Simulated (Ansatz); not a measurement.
# Calculations on CHCl$_{2}$

Part 1: Relaxation

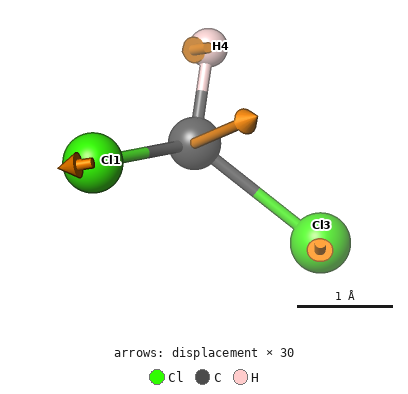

This is a relaxation of CHCl2 (multiplicity 2). The starting structure is drawn; orange arrows show the displacements, 30 times their true length. The two geometries are superimposed by the best rigid fit.

Style: ball-and-stick. Shown at a tilt.

The calculation used UKS PBE0-D4/def2-TZVP (Ansatz). (force threshold 0.005 eV/Å; at most 200 steps)

What happened in the run?

Answer. The C atom moves most after the best rigid fit: 0.040 Å. Largest moves by element: C 0.040 Å, H 0.018 Å, Cl 0.014 Å. Some distances before and after: C–Cl 1.694 → 1.690 Å. The energy falls by 0.11 kcal/mol in 4 geometry steps. The largest force component goes from 0.17 to 0.0041 eV/Å. The run took roughly 24 core-seconds on a shared host.

Part 2: Distortion

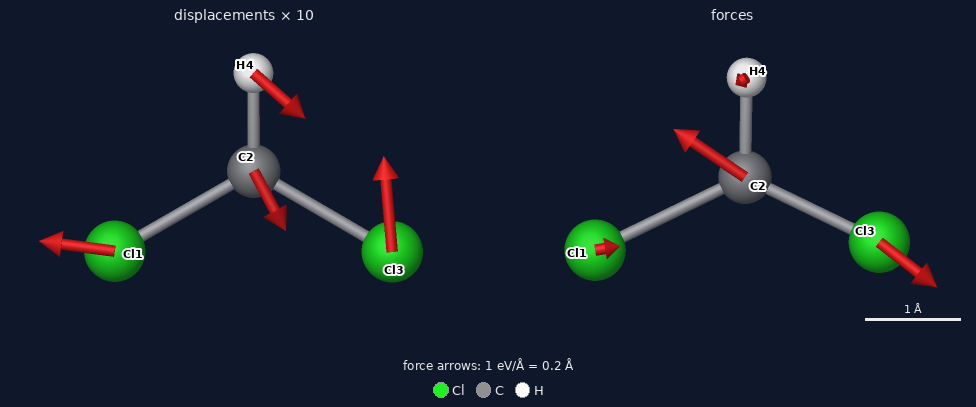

Left: CHCl2 (multiplicity 2), with red arrows for the displacements applied to it. Right: the displaced structure with the computed forces. The picture is a ball-and-stick view, seen at a tilt.

Method: UKS PBE0-D4/def2-TZVPP in Ansatz. 

> Where do the forces point?

All atoms are moved at random (σ = 0.12 Å) from the PBE0-D4/def2-TZVP minimum. Energy change: +31.0 kJ/mol. The largest force is 4.6 eV/Å, on C2. The forces point partly back along the displacements (cosine −0.66). At other levels of theory the same distortion costs 30.7 kJ/mol (UKS PBE-D4/def2-TZVPP), 31.6 kJ/mol (UKS r2SCAN-D4/def2-TZVPP), 32.7 kJ/mol (UKS wB97M-V/def2-TZVPP), 33.8 kJ/mol (UHF-CCSD(T), frozen core/def2-TZVPP). Some distances before and after: C2–Cl3 1.690 → 1.576 Å, Cl1–C2 1.690 → 1.756 Å, C2–H4 1.080 → 1.095 Å. Bond angles that change, for instance: Cl1–C2–Cl3 119.6° → 127.9°, Cl3–C2–H4 117.7° → 112.3°.

Part 3: Distortion

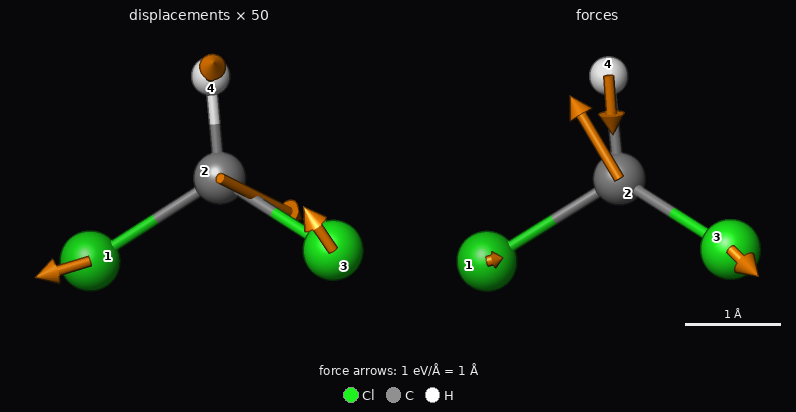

Left: CHCl2 (multiplicity 2), with orange arrows for the displacements applied to it. Right: the displaced structure with the computed forces. A ball-and-stick model, seen at a tilt.

The calculation used UKS wB97M-V/def2-TZVPP in Ansatz 0.2.0. 

Where do the forces point?

All atoms are moved at random (σ = 0.02 Å) from the PBE0-D4/def2-TZVP minimum. It costs 0.34 kcal/mol. The largest force is 1 eV/Å, on C2. At other levels of theory the same distortion costs 0.13 kcal/mol (UKS PBE-D4/def2-TZVPP), 0.23 kcal/mol (UKS r2SCAN-D4/def2-TZVPP), 0.26 kcal/mol (UKS PBE0-D4/def2-TZVPP), 0.23 kcal/mol (UHF-CCSD(T), frozen core/def2-TZVPP). Some distances before and after: C2–H4 1.080 → 1.096 Å, Cl1–C2 1.690 → 1.705 Å, C2–Cl3 1.690 → 1.678 Å. The forces point partly back against the displacements (cosine −0.54).
